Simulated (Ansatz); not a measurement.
Molecular dynamics of C2H8AlNO (part 1 of 4)

The run: molecular dynamics of C2H8AlNO. Method and program: RKS CAM-B3LYP-D4/6-31G (Ansatz 0.2.0).

It belongs to a series of runs on one base structure; here: dynamics from the start. Figures and captions count atoms from 1; the log counts them from 0 in places.

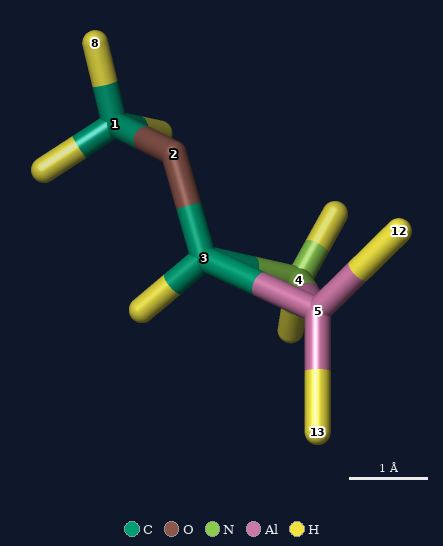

**Figure 1.** The starting structure (stick view, seen at a tilt; atoms are numbered from 1 in the order of the input). Sticks mark near contacts. Bond lengths as drawn: Al–C 1.97 Å, Al–H 1.60 Å, Al–N 2.06 Å, C–H 1.09 to 1.10 Å, C–N 1.56 Å, C–O 1.41 to 1.45 Å and H–N 1.01 to 1.02 Å.

**Summary**

- outcome: finished
- mean temperature over the second half: 480 K
- trajectory: 150 steps, 75 fs
- ensemble: nvt_langevin
- temperature in the input: 700.0 K
- time step: 0.5 fs
- potential energy (last step): −12331.7083 eV
- mean-field energy (last step): −12331.5005 eV
- largest force (length of the vector) (last step): 4.826 eV/Å
- hardware: 1 thread of Arm Neoverse V2, 24 GiB of memory available, shared host
- wall time: 7.4 min
- peak memory: 0.14 GiB

**Remarks**

So short a trajectory is not equilibrated. The logged temperature at the start can lie below the typed one, since it is counted over all degrees of freedom. The temperature stays far from the 700 K of the thermostat over the second half: the run isn't equilibrated.

**Input**
```yaml
crystal:
  periodic: [false, false, false]
  atoms:
    - { symbol: C, position_ang: [-1.512697, -1.26015, -0.762682] }
    - { symbol: O, position_ang: [-1.130306, -0.380149, 0.324007] }
    - { symbol: C, position_ang: [0.258602, -0.227774, 0.516813] }
    - { symbol: "N", position_ang: [0.874624, 0.769542, -0.506475] }
    - { symbol: Al, position_ang: [1.076829, 1.283775, 1.479755] }
    - { symbol: H, position_ang: [-1.172753, -0.874304, -1.731538] }
    - { symbol: H, position_ang: [-1.098746, -2.264173, -0.611598] }
    - { symbol: H, position_ang: [-2.600437, -1.30606, -0.753186] }
    - { symbol: H, position_ang: [0.800926, -1.174692, 0.421147] }
    - { symbol: H, position_ang: [1.585188, 0.426656, -1.143802] }
    - { symbol: H, position_ang: [0.168275, 1.322478, -0.98528] }
    - { symbol: H, position_ang: [0.197234, 2.583887, 1.767499] }
    - { symbol: H, position_ang: [2.573761, 1.066265, 2.00014] }
basis:
  gaussian: { orbitals: "6-31G" }
hamiltonian:
  xc: cam_b3lyp
  dispersion: d4
md:
  timestep: 0.5
  n_steps: 150
  ensemble: nvt_langevin
  temperature: 700.0
  initial_velocities: maxwell_boltzmann
  seed: 878268
  friction: 0.005
scf:
  lower_state_search: "off"
```

Launched with:
```bash
ansatz run input.yaml --threads 1 --pin off --max-ram 2048MiB --backend cpu --events-out ev --progress --plain --runs-dir out
```

**What the program printed**
```
Engine: ansatz 0.2.0, aarch64-unknown-linux-gnu
Functional definition: CAM-B3LYP
  parameter alpha = 0.19
  parameter beta = 0.46
  parameter omega = 0.33/bohr
  parameter ac = 0.81
  exchange = (1 - alpha - beta)*b88_x + beta*b88_x_sr(omega) + alpha*exact_x + beta*exact_x_lr(omega)
  correlation = (1 - ac)*vwn5_c + ac*lyp_c
these checks for a lower state are left out or cut short: stability, starts, cluster_reference, orbital_swaps, neighbouring_geometries, increment
936 factors; integrals over basis functions are off by at most 1.6e-4 eV
386 factors; integrals over basis functions are off by at most 5.6e-7 eV
mean field evaluation 1: about -12327.7954 eV, gradient 4.5e1 eV
mean field evaluation 2: about -12327.4210 eV, gradient 4.8e1 eV
mean field evaluation 4: about -12332.0542 eV, gradient 1.8e0 eV
mean field evaluation 8: about -12332.0491 eV, gradient 1.6e-1 eV
mean field evaluation 16: about -12332.0492 eV, gradient 8.7e-6 eV
mean field -12332.04915219 eV, -453.1944473797 hartree, gradient 8.7e-6 eV, S^2 0.000000; 0 other end points of the search recorded, 0 dependent functions left out
the calculation of the forces begins
reference -12332.04928677 eV, -453.1944523254 hartree; 24, 24 occupied and 41, 41 virtual orbitals, 936 factors
md step     0: t =     0.00 fs  T =   646.2 K  F+E_penalty+E_count = -12332.25560700 eV  E_kin = 1.085784 eV  (14 SCF iters)
these checks for a lower state are left out or cut short: stability, starts, cluster_reference, orbital_swaps, neighbouring_geometries, increment
936 factors; integrals over basis functions are off by at most 1.6e-4 eV
386 factors; integrals over basis functions are off by at most 5.6e-7 eV
mean field -12332.02138776 eV, -453.1934270560 hartree, gradient 2.2e-6 eV, S^2 0.000000; 0 other end points of the search recorded, 0 dependent functions left out
the calculation of the forces begins
reference -12332.02152223 eV, -453.1934319976 hartree; 24, 24 occupied and 41, 41 virtual orbitals, 936 factors
md step     1: t =     0.50 fs  T =   620.9 K  F+E_penalty+E_count = -12332.22766877 eV  E_kin = 1.043360 eV  (22 SCF iters, 3 dispersion substeps)
[... from here on the SCF iterations and repeated set-up lines of each step are left out, up to the last step ...]
md step     2: t =     1.00 fs  T =   564.9 K  F+E_penalty+E_count = -12332.15597713 eV  E_kin = 0.949189 eV  (22 SCF iters, 3 dispersion substeps)
md step     3: t =     1.50 fs  T =   538.0 K  F+E_penalty+E_count = -12332.06106368 eV  E_kin = 0.903991 eV  (22 SCF iters, 3 dispersion substeps)
md step     4: t =     2.00 fs  T =   474.8 K  F+E_penalty+E_count = -12331.96236594 eV  E_kin = 0.797882 eV  (22 SCF iters, 3 dispersion substeps)
md step     5: t =     2.50 fs  T =   410.7 K  F+E_penalty+E_count = -12331.87250564 eV  E_kin = 0.690088 eV  (22 SCF iters, 3 dispersion substeps)
md step     6: t =     3.00 fs  T =   360.4 K  F+E_penalty+E_count = -12331.80032917 eV  E_kin = 0.605567 eV  (22 SCF iters, 3 dispersion substeps)
md step     7: t =     3.50 fs  T =   327.3 K  F+E_penalty+E_count = -12331.75437553 eV  E_kin = 0.549907 eV  (22 SCF iters, 3 dispersion substeps)
md step     8: t =     4.00 fs  T =   329.5 K  F+E_penalty+E_count = -12331.73721457 eV  E_kin = 0.553666 eV  (22 SCF iters, 3 dispersion substeps)
md step     9: t =     4.50 fs  T =   334.9 K  F+E_penalty+E_count = -12331.73880400 eV  E_kin = 0.562685 eV  (22 SCF iters, 3 dispersion substeps)
md step    10: t =     5.00 fs  T =   346.9 K  F+E_penalty+E_count = -12331.73997833 eV  E_kin = 0.582841 eV  (22 SCF iters, 3 dispersion substeps)
md step    11: t =     5.50 fs  T =   333.0 K  F+E_penalty+E_count = -12331.72383419 eV  E_kin = 0.559561 eV  (22 SCF iters, 3 dispersion substeps)
md step    12: t =     6.00 fs  T =   308.8 K  F+E_penalty+E_count = -12331.68416056 eV  E_kin = 0.518818 eV  (22 SCF iters, 3 dispersion substeps)
md step    13: t =     6.50 fs  T =   283.5 K  F+E_penalty+E_count = -12331.62739549 eV  E_kin = 0.476386 eV  (22 SCF iters, 3 dispersion substeps)
md step    14: t =     7.00 fs  T =   264.0 K  F+E_penalty+E_count = -12331.57677052 eV  E_kin = 0.443653 eV  (22 SCF iters, 3 dispersion substeps)
md step    15: t =     7.50 fs  T =   242.9 K  F+E_penalty+E_count = -12331.56184546 eV  E_kin = 0.408144 eV  (22 SCF iters, 3 dispersion substeps)
md step    16: t =     8.00 fs  T =   252.8 K  F+E_penalty+E_count = -12331.59305146 eV  E_kin = 0.424726 eV  (22 SCF iters, 3 dispersion substeps)
md step    17: t =     8.50 fs  T =   300.3 K  F+E_penalty+E_count = -12331.66947825 eV  E_kin = 0.504700 eV  (22 SCF iters, 3 dispersion substeps)
md step    18: t =     9.00 fs  T =   351.5 K  F+E_penalty+E_count = -12331.76528378 eV  E_kin = 0.590706 eV  (22 SCF iters, 3 dispersion substeps)
md step    19: t =     9.50 fs  T =   407.8 K  F+E_penalty+E_count = -12331.84707089 eV  E_kin = 0.685260 eV  (22 SCF iters, 3 dispersion substeps)
md step    20: t =    10.00 fs  T =   430.2 K  F+E_penalty+E_count = -12331.89478453 eV  E_kin = 0.722868 eV  (22 SCF iters, 3 dispersion substeps)
md step    21: t =    10.50 fs  T =   453.6 K  F+E_penalty+E_count = -12331.90227100 eV  E_kin = 0.762251 eV  (22 SCF iters, 3 dispersion substeps)
md step    22: t =    11.00 fs  T =   461.8 K  F+E_penalty+E_count = -12331.87663890 eV  E_kin = 0.776072 eV  (22 SCF iters, 3 dispersion substeps)
md step    23: t =    11.50 fs  T =   452.4 K  F+E_penalty+E_count = -12331.83472607 eV  E_kin = 0.760213 eV  (22 SCF iters, 3 dispersion substeps)
md step    24: t =    12.00 fs  T =   427.7 K  F+E_penalty+E_count = -12331.79565266 eV  E_kin = 0.718693 eV  (22 SCF iters, 3 dispersion substeps)
md step    25: t =    12.50 fs  T =   396.7 K  F+E_penalty+E_count = -12331.77482762 eV  E_kin = 0.666683 eV  (21 SCF iters, 3 dispersion substeps)
md step    26: t =    13.00 fs  T =   375.2 K  F+E_penalty+E_count = -12331.77937911 eV  E_kin = 0.630460 eV  (21 SCF iters, 3 dispersion substeps)
md step    27: t =    13.50 fs  T =   395.5 K  F+E_penalty+E_count = -12331.80982957 eV  E_kin = 0.664586 eV  (22 SCF iters, 3 dispersion substeps)
md step    28: t =    14.00 fs  T =   412.3 K  F+E_penalty+E_count = -12331.85592449 eV  E_kin = 0.692767 eV  (22 SCF iters, 3 dispersion substeps)
md step    29: t =    14.50 fs  T =   439.0 K  F+E_penalty+E_count = -12331.89434257 eV  E_kin = 0.737616 eV  (22 SCF iters, 3 dispersion substeps)
md step    30: t =    15.00 fs  T =   447.9 K  F+E_penalty+E_count = -12331.90640148 eV  E_kin = 0.752613 eV  (22 SCF iters, 3 dispersion substeps)
md step    31: t =    15.50 fs  T =   419.4 K  F+E_penalty+E_count = -12331.88278678 eV  E_kin = 0.704827 eV  (22 SCF iters, 3 dispersion substeps)
md step    32: t =    16.00 fs  T =   375.6 K  F+E_penalty+E_count = -12331.82415912 eV  E_kin = 0.631100 eV  (22 SCF iters, 3 dispersion substeps)
md step    33: t =    16.50 fs  T =   330.9 K  F+E_penalty+E_count = -12331.75322035 eV  E_kin = 0.556033 eV  (22 SCF iters, 3 dispersion substeps)
md step    34: t =    17.00 fs  T =   305.8 K  F+E_penalty+E_count = -12331.70760600 eV  E_kin = 0.513927 eV  (21 SCF iters, 3 dispersion substeps)
md step    35: t =    17.50 fs  T =   298.1 K  F+E_penalty+E_count = -12331.70243441 eV  E_kin = 0.500852 eV  (22 SCF iters, 3 dispersion substeps)
md step    36: t =    18.00 fs  T =   323.7 K  F+E_penalty+E_count = -12331.73020616 eV  E_kin = 0.543969 eV  (21 SCF iters, 3 dispersion substeps)
md step    37: t =    18.50 fs  T =   363.5 K  F+E_penalty+E_count = -12331.77172936 eV  E_kin = 0.610768 eV  (21 SCF iters, 3 dispersion substeps)
md step    38: t =    19.00 fs  T =   371.8 K  F+E_penalty+E_count = -12331.80123893 eV  E_kin = 0.624780 eV  (22 SCF iters, 3 dispersion substeps)
md step    39: t =    19.50 fs  T =   385.0 K  F+E_penalty+E_count = -12331.80357675 eV  E_kin = 0.646864 eV  (22 SCF iters, 3 dispersion substeps)
md step    40: t =    20.00 fs  T =   380.1 K  F+E_penalty+E_count = -12331.77733453 eV  E_kin = 0.638782 eV  (22 SCF iters, 3 dispersion substeps)
md step    41: t =    20.50 fs  T =   351.9 K  F+E_penalty+E_count = -12331.73426962 eV  E_kin = 0.591291 eV  (22 SCF iters, 3 dispersion substeps)
md step    42: t =    21.00 fs  T =   317.4 K  F+E_penalty+E_count = -12331.69369254 eV  E_kin = 0.533284 eV  (22 SCF iters, 3 dispersion substeps)
md step    43: t =    21.50 fs  T =   309.8 K  F+E_penalty+E_count = -12331.66671017 eV  E_kin = 0.520654 eV  (22 SCF iters, 3 dispersion substeps)
md step    44: t =    22.00 fs  T =   326.3 K  F+E_penalty+E_count = -12331.65838846 eV  E_kin = 0.548228 eV  (21 SCF iters, 3 dispersion substeps)
md step    45: t =    22.50 fs  T =   351.2 K  F+E_penalty+E_count = -12331.66911207 eV  E_kin = 0.590181 eV  (21 SCF iters, 3 dispersion substeps)
md step    46: t =    23.00 fs  T =   376.4 K  F+E_penalty+E_count = -12331.69063434 eV  E_kin = 0.632532 eV  (21 SCF iters, 3 dispersion substeps)
md step    47: t =    23.50 fs  T =   398.5 K  F+E_penalty+E_count = -12331.71247885 eV  E_kin = 0.669598 eV  (21 SCF iters, 3 dispersion substeps)
md step    48: t =    24.00 fs  T =   401.5 K  F+E_penalty+E_count = -12331.72339617 eV  E_kin = 0.674711 eV  (21 SCF iters, 3 dispersion substeps)
md step    49: t =    24.50 fs  T =   405.4 K  F+E_penalty+E_count = -12331.71274401 eV  E_kin = 0.681269 eV  (21 SCF iters, 3 dispersion substeps)
md step    50: t =    25.00 fs  T =   389.6 K  F+E_penalty+E_count = -12331.67972337 eV  E_kin = 0.654686 eV  (21 SCF iters, 3 dispersion substeps)
md step    51: t =    25.50 fs  T =   356.9 K  F+E_penalty+E_count = -12331.63546235 eV  E_kin = 0.599707 eV  (21 SCF iters, 3 dispersion substeps)
md step    52: t =    26.00 fs  T =   344.3 K  F+E_penalty+E_count = -12331.59986482 eV  E_kin = 0.578623 eV  (21 SCF iters, 3 dispersion substeps)
md step    53: t =    26.50 fs  T =   320.6 K  F+E_penalty+E_count = -12331.58653606 eV  E_kin = 0.538717 eV  (22 SCF iters, 3 dispersion substeps)
md step    54: t =    27.00 fs  T =   341.4 K  F+E_penalty+E_count = -12331.60627689 eV  E_kin = 0.573660 eV  (21 SCF iters, 3 dispersion substeps)
md step    55: t =    27.50 fs  T =   351.9 K  F+E_penalty+E_count = -12331.65924591 eV  E_kin = 0.591322 eV  (22 SCF iters, 3 dispersion substeps)
md step    56: t =    28.00 fs  T =   404.8 K  F+E_penalty+E_count = -12331.72280981 eV  E_kin = 0.680149 eV  (21 SCF iters, 3 dispersion substeps)
md step    57: t =    28.50 fs  T =   439.2 K  F+E_penalty+E_count = -12331.77210088 eV  E_kin = 0.737951 eV  (21 SCF iters, 3 dispersion substeps)
md step    58: t =    29.00 fs  T =   474.2 K  F+E_penalty+E_count = -12331.79662922 eV  E_kin = 0.796886 eV  (22 SCF iters, 3 dispersion substeps)
md step    59: t =    29.50 fs  T =   471.2 K  F+E_penalty+E_count = -12331.79523096 eV  E_kin = 0.791805 eV  (22 SCF iters, 3 dispersion substeps)
md step    60: t =    30.00 fs  T =   471.9 K  F+E_penalty+E_count = -12331.77750460 eV  E_kin = 0.793015 eV  (22 SCF iters, 3 dispersion substeps)
md step    61: t =    30.50 fs  T =   455.3 K  F+E_penalty+E_count = -12331.75809137 eV  E_kin = 0.765151 eV  (22 SCF iters, 3 dispersion substeps)
md step    62: t =    31.00 fs  T =   447.7 K  F+E_penalty+E_count = -12331.74942859 eV  E_kin = 0.752324 eV  (21 SCF iters, 3 dispersion substeps)
md step    63: t =    31.50 fs  T =   454.7 K  F+E_penalty+E_count = -12331.75853792 eV  E_kin = 0.764040 eV  (22 SCF iters, 3 dispersion substeps)
md step    64: t =    32.00 fs  T =   466.1 K  F+E_penalty+E_count = -12331.78706610 eV  E_kin = 0.783239 eV  (22 SCF iters, 3 dispersion substeps)
md step    65: t =    32.50 fs  T =   510.7 K  F+E_penalty+E_count = -12331.82516584 eV  E_kin = 0.858098 eV  (22 SCF iters, 3 dispersion substeps)
md step    66: t =    33.00 fs  T =   517.1 K  F+E_penalty+E_count = -12331.85549339 eV  E_kin = 0.868958 eV  (22 SCF iters, 3 dispersion substeps)
md step    67: t =    33.50 fs  T =   523.2 K  F+E_penalty+E_count = -12331.86509793 eV  E_kin = 0.879245 eV  (22 SCF iters, 3 dispersion substeps)
md step    68: t =    34.00 fs  T =   500.0 K  F+E_penalty+E_count = -12331.84190634 eV  E_kin = 0.840266 eV  (22 SCF iters, 3 dispersion substeps)
md step    69: t =    34.50 fs  T =   472.9 K  F+E_penalty+E_count = -12331.77962540 eV  E_kin = 0.794577 eV  (22 SCF iters, 3 dispersion substeps)
md step    70: t =    35.00 fs  T =   416.1 K  F+E_penalty+E_count = -12331.68708066 eV  E_kin = 0.699127 eV  (22 SCF iters, 3 dispersion substeps)
md step    71: t =    35.50 fs  T =   350.0 K  F+E_penalty+E_count = -12331.58960006 eV  E_kin = 0.588177 eV  (22 SCF iters, 3 dispersion substeps)
md step    72: t =    36.00 fs  T =   318.3 K  F+E_penalty+E_count = -12331.51689725 eV  E_kin = 0.534891 eV  (22 SCF iters, 3 dispersion substeps)
md step    73: t =    36.50 fs  T =   288.0 K  F+E_penalty+E_count = -12331.48904818 eV  E_kin = 0.483921 eV  (22 SCF iters, 3 dispersion substeps)
md step    74: t =    37.00 fs  T =   305.0 K  F+E_penalty+E_count = -12331.51288532 eV  E_kin = 0.512501 eV  (22 SCF iters, 3 dispersion substeps)
md step    75: t =    37.50 fs  T =   349.8 K  F+E_penalty+E_count = -12331.56040656 eV  E_kin = 0.587830 eV  (22 SCF iters, 3 dispersion substeps)
md step    76: t =    38.00 fs  T =   367.9 K  F+E_penalty+E_count = -12331.60062524 eV  E_kin = 0.618176 eV  (22 SCF iters, 3 dispersion substeps)
md step    77: t =    38.50 fs  T =   374.9 K  F+E_penalty+E_count = -12331.62090946 eV  E_kin = 0.630017 eV  (22 SCF iters, 3 dispersion substeps)
md step    78: t =    39.00 fs  T =   378.7 K  F+E_penalty+E_count = -12331.62470215 eV  E_kin = 0.636358 eV  (22 SCF iters, 3 dispersion substeps)
md step    79: t =    39.50 fs  T =   386.0 K  F+E_penalty+E_count = -12331.62533923 eV  E_kin = 0.648585 eV  (21 SCF iters, 3 dispersion substeps)
md step    80: t =    40.00 fs  T =   398.6 K  F+E_penalty+E_count = -12331.63780200 eV  E_kin = 0.669871 eV  (21 SCF iters, 3 dispersion substeps)
md step    81: t =    40.50 fs  T =   434.3 K  F+E_penalty+E_count = -12331.67525038 eV  E_kin = 0.729838 eV  (21 SCF iters, 3 dispersion substeps)
md step    82: t =    41.00 fs  T =   475.4 K  F+E_penalty+E_count = -12331.73767176 eV  E_kin = 0.798862 eV  (21 SCF iters, 3 dispersion substeps)
md step    83: t =    41.50 fs  T =   544.5 K  F+E_penalty+E_count = -12331.81829109 eV  E_kin = 0.914963 eV  (22 SCF iters, 3 dispersion substeps)
md step    84: t =    42.00 fs  T =   586.2 K  F+E_penalty+E_count = -12331.90619355 eV  E_kin = 0.984996 eV  (22 SCF iters, 3 dispersion substeps)
md step    85: t =    42.50 fs  T =   644.7 K  F+E_penalty+E_count = -12331.98610337 eV  E_kin = 1.083300 eV  (21 SCF iters, 3 dispersion substeps)
md step    86: t =    43.00 fs  T =   689.7 K  F+E_penalty+E_count = -12332.03709720 eV  E_kin = 1.158983 eV  (21 SCF iters, 3 dispersion substeps)
md step    87: t =    43.50 fs  T =   674.9 K  F+E_penalty+E_count = -12332.03749090 eV  E_kin = 1.134034 eV  (20 SCF iters, 3 dispersion substeps)
```
